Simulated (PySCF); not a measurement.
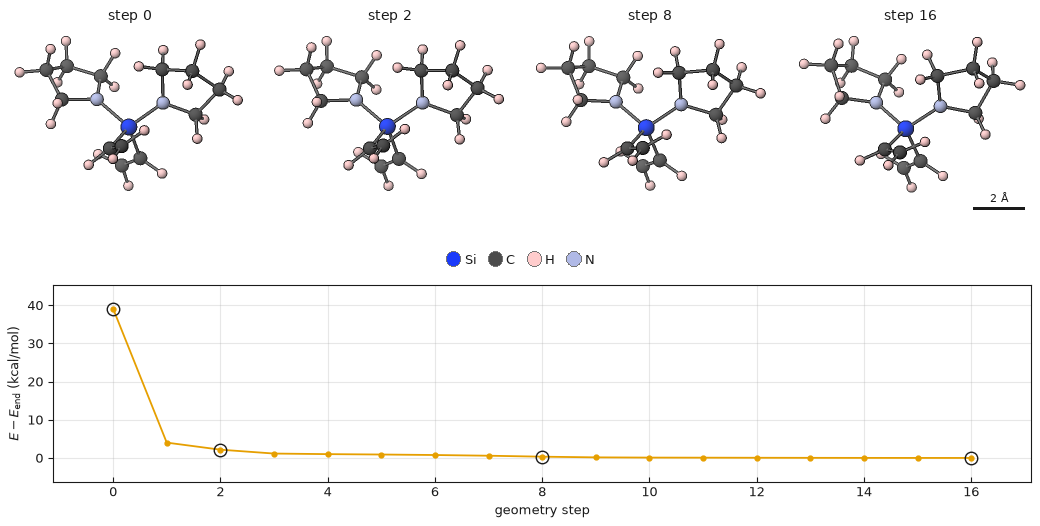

Frames of a relaxation of C12H22N2Si, marked on the history of the run. The picture is a ball-and-stick view, seen at a tilt.

The start comes from GFN2-xTB. Its atoms were then displaced at random by about 0.03 Å.

All numbers below come from PySCF 2.14.0, density-fitted response routines, PBE0-D3(BJ)/def2-SVP geometry optimisation, gas phase. 

Question: Describe the path.

Answer: The largest moves after the best rigid fit, 0.92 Å, are those of H atoms. Largest moves by element: H 0.92 Å, C 0.54 Å, N 0.30 Å, Si 0.14 Å. Near-neighbour distances that change, for instance: C–H 1.001 → 1.096 Å, C–N 1.388 → 1.458 Å, N–Si 1.797 → 1.733 Å, C–C 1.464 → 1.525 Å. Among the angles between lasting bonds that change: C–Si–N 117.6° → 110.9°, C–N–C 105.0° → 111.1°, N–C–C 109.8° → 104.1°. The energy falls by 39.1 kcal/mol in 16 geometry steps. From step 0 to 2: H atoms move most (0.15 Å), energy −37.0 kcal/mol. From step 2 to 8: an H atom moves most (0.39 Å), energy −1.84 kcal/mol. From step 8 to 16: an H atom moves most (0.50 Å), energy −0.33 kcal/mol.

```csv
step,"E − E(0), kcal/mol"
0,0.00
1,-35.10
2,-36.95
3,-37.97
4,-38.12
5,-38.22
6,-38.35
7,-38.54
8,-38.79
9,-38.97
10,-39.03
11,-39.05
12,-39.07
13,-39.09
14,-39.11
15,-39.12
16,-39.12
```
